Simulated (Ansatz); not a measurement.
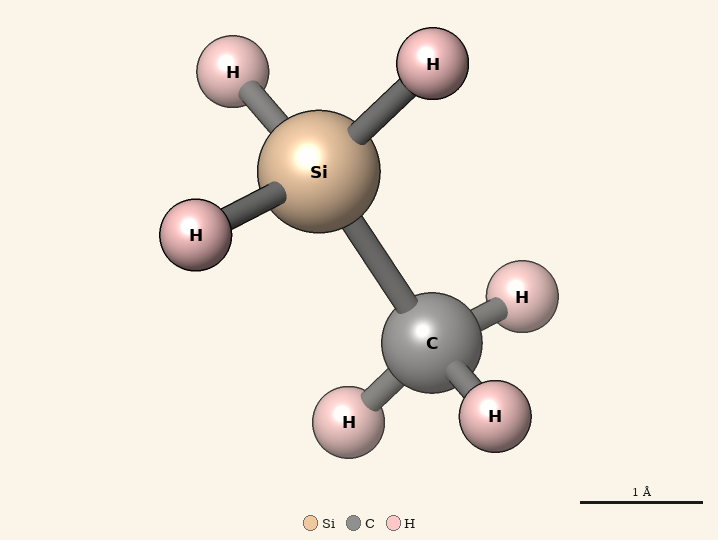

Distant atoms are faded towards the background colour. The computed structure is the end point of a PBE0-D4/def2-TZVP optimisation. Masses are those of the most abundant isotopes; constants are for the rigid equilibrium geometry.

What kind of rotor is it, and what are its rotational constants in MHz?

A prolate symmetric top (C3v): A = 56090, B = C = 10962 MHz.
